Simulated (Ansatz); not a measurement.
## Nudged elastic band of C₂H₇InO (part 2 of 2)

C₂H₇InO; UHF/def2-SVP (Ansatz 0.2.0). The run did not end well. It belongs to a series of runs on one base structure; here: band between the two ends.

Geometry of the input (Å):
```
In -0.1297  -0.8514  -0.3913
H  0.6144  -1.5190  -1.8089
O  0.4358  1.0099  0.0402
C  1.3295  1.8750  -0.5514
H  1.7246  1.5099  -1.5106
C  -1.5705  -1.6399  1.0260
H  2.1935  2.0635  0.0975
H  0.8616  2.8468  -0.7500
H  -1.0894  -1.7896  1.9943
H  -1.9935  -2.5885  0.6949
H  -2.3764  -0.9167  1.1595
```

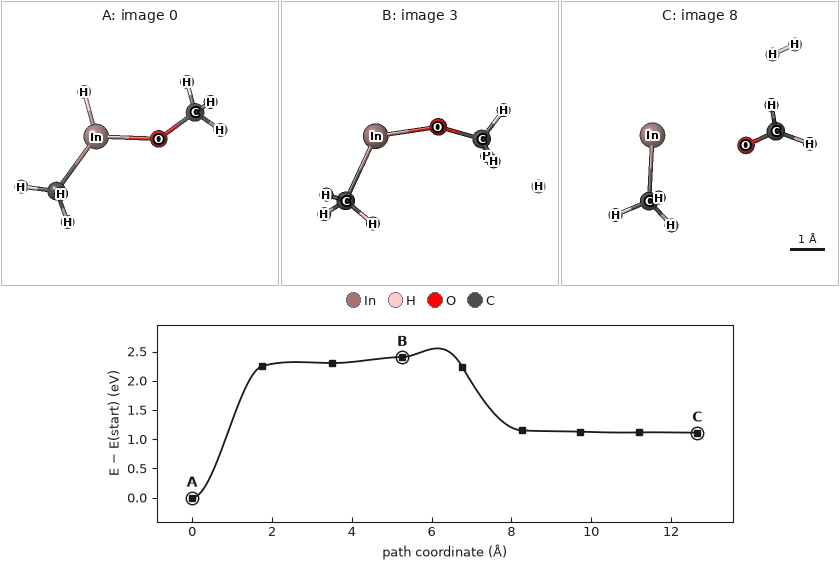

*Images of the last band (counted from 0; ball-and-stick, seen at a tilt) above the energy along the path; the line is a cubic interpolation that uses the forces.*

The highest image is number 3, 2.406 eV above the start and 1.294 eV above the end (the climbing image); the end lies 1.112 eV above the start. The path is 12.66 Å long. The band had not converged after 60 iterations.

```
Unfinished report: {"positions_ang":[[-1.7623450880002982,-0.08372294279239217,-0.4211460277708025],[3.589082142805193,-0.43958122991135445,-2.7899835362209435],[-0.2950666981943777,1.2751139756821415,-0.358490790055167],[1.0479163723966385,1.4874468211257448,-0.5471677370175613],[1.5414245364192036,0.6895650922750268,-1.1216163440096207],[-1.7381584120355915,-1.5644891076872276,1.2804622393639717],[1.5848904000961757,1.5647926147845375,0.4076111487495966],[1.2305429302686839,2.42134690947649,-1.092594334473451],[-0.7252693381703046,-1.582210123106386,1.6824288144659187],[-2.0322144603273826,-2.5494046085195574,0.9218266102929974],[-2.440802385257937,-1.2188593813270219,2.0387699566750634]],"unchecked":["starts","cluster_reference","orbital_swaps","neighbouring_geometries","increment"],"mean_field":{"relativity":"none","state":{"energy":{"ev":-9351.192083386193,"hartree":-343.64997059879363},"converged":true,"gradient_ev":0.00002350633888018539,"stability":{"kind":"minimum","curvature_ev":5.378155556117259},"curvature_floor_ev":0.00030000000000000003,"spin_squared":1.0316707021670943},"others":[],"fillings":{"estimated":0,"unestimated":0,"tried":0,"untried":0,"excluded_magnetic_sites":0},"n_dropped_functions":0,"n_trapped_functions":0,"passes":{"evaluations":3,"products":36},"factors":{"origin":"Cholesky decomposition","count":1217,"bound_ev":0.00048231414903367176},"gradient_stop_ev":0.00009,"reference_kind":"stationary","symmetry":{"irreps":["A"],"axes":[[0.9904677310035648,0.09371230595835266,0.1009538387215567],[-0.08664382230744895,0.9936145149672633,-0.07227062821316396],[-0.10708184671831725,0.0628346986810493,0.9922627065173097]],"occupied":[{"A":24},{"A":24}]},"held":{"pivots":1217,"left_out":0,"joined":0},"density_repulsion":{"missed_ev":0.000010667261933278198,"excess_ev":0.0,"most_excess_ev":0.0001296,"are_drawn_again":false,"n_first_factors":1217,"energy_change_ev":0.0,"n_dropped_ends":0}},"factors":{"origin":"Cholesky decomposition","count":1217,"bound_ev":0.00048231414903367176},"n_frozen":0,"n_occupied":[24,24],"n_virtual":[79,79],"reference":{"ev":-9351.192083386193,"hartree":-343.64997059879363},"total":{"ev":-9351.192083386193,"hartree":-343.64997059879363},"forces_ev_per_angstrom":[[0.006147410781876077,0.008779522288849331,0.01385372606951864],[0.012836430275570678,-0.007636080586309345,-0.010674826419138193],[-0.011078547829200803,-0.008401762724973345,-0.03865629457256263],[0.02423993910533075,-0.0015589074693521422,0.016182595324887084],[-0.030563815531805837,0.003247229517596531,0.017946390738864067],[0.0059411724113786115,0.0012118739008651054,-0.010150403926482756],[0.004050526082142673,0.00021880972397768833,-0.0030825716262339754],[-0.00942379147887769,0.00571366569621461,0.007838100142180724],[-0.0011809394293262488,0.0013219809279791223,0.0025027257331134184],[-0.0020388711380502954,0.000856134278633511,0.002251391386240826],[0.0010704867526632848,-0.0037524655522375772,0.001989167147825986]],"charge_distribution":{"dipole_moment_e_ang":[-0.18575144435118116,-0.3852839226066903,-0.02476401227055373],"mulliken_charges_e":[0.7533686180894179,-0.00022878821559535467,-0.8447882237932447,0.3115002420326709,-0.033482949234237,-0.36539125177739695,-0.014195272039577489,-0.008792928047478998,0.06888680987594509,0.06652831961979722,0.0665954234896986],"lowdin_charges_e":[0.346926894604497,0.0015909619392840968,-0.24285239212538912,0.10321222426063592,-0.0457191242323578,-0.09309291652020235,-0.04158172338915156,-0.04091732373210566,0.006118341299891306,0.001120311290508269,0.005194746604333167]},"n_threads":2,"memory_gib":2.556818182580173,"seconds":{"hamiltonian":1.534919581,"orbitals":0.0,"second_order":0.0,"solver_start":0.0,"cycles":0.0,"cycle":0.0,"perturbative":0.0,"full_ci_increment":0.0,"forces":0.0}}
this run last wrote the band of iteration 60 to [file]
Error: NEB band did not converge after 60 iterations: max|band force component| = 5.23e-1 eV/Å (threshold 5.0e-2); raise `neb.max_iterations` in a new run, which can start from the last band evaluated (`neb.initial_path`, with `crystal.atoms` and `neb.final_atoms` set to its first and last images), add images, or start from endpoints closer to local minima. Where this run's directory can be resumed (`checkpoint.write`), a resume goes on for up to `neb.max_iterations` more; to start a new run from the last band, take its images' positions from the `neb_iteration` event of iteration 60 (`data.images[].positions_ang`), in the event stream of the run that computed that iteration (not this run's, if it was resumed behind it). With `checkpoint.write`, `steps/00-neb/state/checkpoint.json` in the run directory holds the last saved band, under `neb.evaluated.images[].positions_ang` (a band under a hybrid functional on support functions is neither saved nor resumed: `neb.initial_path` says where its path is): check the last entry of `neb.iterations` there, which is earlier than 60 if that iteration was not saved or its write failed. If the band's step has no `state` directory and holds `state.next`, a write was cut short, and the file is under `state.next` instead (behind a loss of power it can be under `state.prev`)
this run wrote the band of iteration 60 to [file] as well, whether or not its events were kept: a new run's `neb.initial_path` can list its `images[].positions_ang`
a run's events are kept only if it was started with --events-out <file>, and are in that file
```

The last band as extended XYZ (Å, eV, eV/Å):
```
11
Properties=species:S:1:pos:R:3:forces:R:3 image=0 energy=-9353.59844
In   -0.1297   -0.8514   -0.3913   -0.0109  -0.0193   0.0201
H     0.6144   -1.5190   -1.8089    0.0020   0.0046  -0.0036
O     0.4358    1.0099    0.0402    0.0202   0.0099  -0.0128
C     1.3295    1.8750   -0.5514   -0.0292   0.0118   0.0014
H     1.7246    1.5099   -1.5106    0.0040  -0.0040   0.0011
C    -1.5705   -1.6399    1.0260   -0.0071   0.0009  -0.0075
H     2.1935    2.0635    0.0975    0.0054   0.0002   0.0033
H     0.8616    2.8468   -0.7500    0.0071  -0.0111   0.0011
H    -1.0894   -1.7896    1.9943    0.0044   0.0032  -0.0085
H    -1.9935   -2.5885    0.6949    0.0060   0.0111  -0.0010
H    -2.3764   -0.9167    1.1595   -0.0021  -0.0072   0.0062
11
Properties=species:S:1:pos:R:3:forces:R:3 image=1 energy=-9351.34736
In   -0.5956   -0.7294   -0.4791    0.0902  -0.0817  -0.0282
H     1.8757   -1.1038   -2.5780   -0.1303  -0.0210   0.0639
O     0.3992    0.9087    0.0925   -0.0079   0.0254   0.0128
C     1.2732    1.7638   -0.5362    0.0079   0.0224  -0.0013
H     1.7544    1.3235   -1.4215    0.0031   0.0146   0.0034
C    -1.7626   -1.6260    1.2015    0.0176  -0.0077  -0.0186
H     2.0789    2.0640    0.1432    0.0025   0.0147   0.0060
H     0.7753    2.6824   -0.8713    0.0067   0.0218   0.0050
H    -1.0418   -1.8487    1.9894   -0.0075  -0.0129   0.0085
H    -2.2703   -2.5361    0.8892   -0.0029  -0.0059  -0.0018
H    -2.4863   -0.8984    1.5705    0.0205   0.0303  -0.0496
11
Properties=species:S:1:pos:R:3:forces:R:3 image=2 energy=-9351.29601
In   -1.3641   -0.1199   -0.2891    0.0037   0.0021   0.0054
H     3.0926   -0.9443   -3.0306    0.0045  -0.0081  -0.0060
O     0.4228    0.7138    0.0715   -0.0062  -0.0004  -0.0064
C     1.2269    1.6337   -0.5599    0.0023  -0.0013   0.0027
H     1.7517    1.2093   -1.4264    0.0007   0.0016   0.0010
C    -1.8939   -1.5838    1.3135    0.0047   0.0053   0.0058
H     1.9967    2.0026    0.1269    0.0022   0.0060   0.0009
H     0.6776    2.5140   -0.9229   -0.0049   0.0021   0.0033
H    -0.9976   -1.7277    1.9169   -0.0008  -0.0017  -0.0029
H    -2.2167   -2.5270    0.8750   -0.0017  -0.0036  -0.0013
H    -2.6960   -1.1708    1.9252   -0.0045  -0.0020  -0.0025
11
Properties=species:S:1:pos:R:3:forces:R:3 image=3 energy=-9351.19208
In   -1.7623   -0.0837   -0.4211    0.0061   0.0088   0.0139
H     3.5891   -0.4396   -2.7900    0.0128  -0.0076  -0.0107
O    -0.2951    1.2751   -0.3585   -0.0111  -0.0084  -0.0387
C     1.0479    1.4874   -0.5472    0.0242  -0.0016   0.0162
H     1.5414    0.6896   -1.1216   -0.0306   0.0032   0.0179
C    -1.7382   -1.5645    1.2805    0.0059   0.0012  -0.0101
H     1.5849    1.5648    0.4076    0.0041   0.0002  -0.0031
H     1.2305    2.4213   -1.0926   -0.0094   0.0057   0.0078
H    -0.7253   -1.5822    1.6824   -0.0012   0.0013   0.0025
H    -2.0322   -2.5494    0.9218   -0.0020   0.0009   0.0023
H    -2.4408   -1.2189    2.0388    0.0011  -0.0038   0.0020
11
Properties=species:S:1:pos:R:3:forces:R:3 image=4 energy=-9351.36004
In   -1.7512   -0.1036   -0.4453    0.0100  -0.0261  -0.0264
H     2.9102   -0.0491   -2.2386   -0.8862   0.4417   0.7192
O    -0.3372    1.3334   -0.3073   -0.0567   0.0485   0.0411
C     0.9516    1.6260   -0.4160   -0.1250   0.1773   0.1283
H     2.3523    0.2619   -1.7762    1.0514  -0.5820  -0.8674
C    -1.7343   -1.5882    1.2536    0.0060  -0.0019   0.0052
H     1.5814    1.5001    0.4648   -0.0024  -0.0755   0.0402
H     1.2178    2.4447   -1.0829   -0.0076   0.0080  -0.0423
H    -0.7225   -1.6095    1.6569    0.0052   0.0026   0.0022
H    -2.0279   -2.5672    0.8797    0.0037  -0.0016   0.0046
H    -2.4402   -1.2486    2.0113    0.0015   0.0090  -0.0047
11
Properties=species:S:1:pos:R:3:forces:R:3 image=5 energy=-9352.44839
In   -1.9945   -0.8110   -0.8769   -0.0413  -0.0406  -0.0451
H     2.9911    0.2739   -2.3196    0.0162  -0.0042  -0.0083
O     0.0742    1.0434   -0.1130    0.3581   0.3995   0.0283
C     0.8509    1.9375   -0.1958   -0.2903  -0.4831   0.0515
H     2.4758   -0.1689   -2.0101    0.0023  -0.0070  -0.0070
C    -1.7414   -1.6383    1.2249    0.1018  -0.1074  -0.1471
H     1.7887    1.9358    0.3776   -0.0106   0.0531  -0.0155
H     0.6793    2.8000   -0.8518   -0.0234   0.0602  -0.0055
H    -0.7178   -1.5400    1.5998   -0.0020   0.0583  -0.0036
H    -1.9979   -2.7040    1.2424   -0.0346  -0.0021   0.0105
H    -2.4085   -1.1283    1.9225   -0.0762   0.0732   0.1419
11
Properties=species:S:1:pos:R:3:forces:R:3 image=6 energy=-9352.46964
In   -1.7641   -1.2395   -1.0259    0.0021  -0.0108   0.0109
H     2.3218    0.1168   -2.4711   -0.0086  -0.0062  -0.0074
O    -0.2555    1.2415   -0.4497   -0.0079   0.0114  -0.0014
C     0.6776    1.8849   -0.1142   -0.0227  -0.0121  -0.0236
H     2.9638    0.0647   -2.0935    0.0204  -0.0011  -0.0035
C    -1.5770   -1.5691    1.2200   -0.0007  -0.0088  -0.0090
H     1.4920    1.4632    0.4914    0.0056   0.0003   0.0054
H     0.7811    2.9427   -0.3965    0.0067   0.0036   0.0351
H    -0.5448   -1.4449    1.5670    0.0047   0.0077  -0.0089
H    -1.8926   -2.5864    1.4804   -0.0018   0.0059   0.0137
H    -2.2022   -0.8738    1.7922    0.0022   0.0100  -0.0112
11
Properties=species:S:1:pos:R:3:forces:R:3 image=7 energy=-9352.48178
In   -1.3353   -1.6575   -0.9529    0.0055   0.0005  -0.0091
H     2.3964    0.2080   -2.6258    0.0024  -0.0010   0.0006
O     0.0488    0.8791   -0.3899   -0.0203  -0.2454  -0.0764
C     0.7078    1.7845   -0.0165   -0.0930   0.0477   0.1186
H     3.0921    0.4665   -2.7112    0.0022  -0.0005  -0.0035
C    -1.6896   -1.5468    1.2915   -0.0465  -0.0099   0.0376
H     1.7315    1.6536    0.3601    0.0321  -0.0087  -0.0402
H     0.3116    2.8055   -0.0146    0.0669   0.1971   0.0099
H    -0.7467   -1.5441    1.8506    0.0047   0.0059  -0.0082
H    -2.2754   -2.4078    1.6370    0.0236   0.0238  -0.0124
H    -2.2410   -0.6410    1.5717    0.0225  -0.0096  -0.0169
11
Properties=species:S:1:pos:R:3:forces:R:3 image=8 energy=-9352.48608
In   -1.1536   -1.6121   -0.8048    0.0015  -0.0027  -0.0030
H     2.5226    0.3282   -2.9465    0.0026   0.0010  -0.0012
O     0.5797    0.5183    0.1458    0.0005  -0.0068   0.0020
C     0.8130    1.6751    0.0754    0.0057   0.0298  -0.0057
H     3.0650    0.8051   -3.1384   -0.0024  -0.0006   0.0007
C    -1.8332   -1.5608    1.3617   -0.0002   0.0037  -0.0037
H     1.6849    2.1220    0.5745   -0.0137  -0.0113  -0.0065
H     0.1748    2.3684   -0.4921    0.0066  -0.0142   0.0119
H    -0.9857   -1.6829    2.0451    0.0024  -0.0030   0.0028
H    -2.5552   -2.3567    1.5765    0.0016   0.0029   0.0010
H    -2.3124   -0.6046    1.6030   -0.0046   0.0014   0.0018
```

Outcome:

| quantity | value |
| --- | --- |
| outcome | not converged |
| barrier, forward (band not converged) | 2.406 eV |
| barrier, backward | 1.294 eV |
| hardware | 2 threads of Arm Neoverse V2, 24 GiB of memory available, shared host |
| wall time | 14 min (CPU time 27 min) |
| peak memory | 0.34 GiB |

What went wrong:

The run did not converge: “NEB band did not converge after 60 iterations: max|band force component| = 5.23e-1 eV/Å (threshold 5.0e-2); raise `neb.max_iterations` in a new run, which can start from the last band evaluated (`neb.initial_path`, with `crystal.atoms` and `neb.final_atoms` set to its first and last images), add images, or start from endpoints closer to local minima …” Its last values are not results.
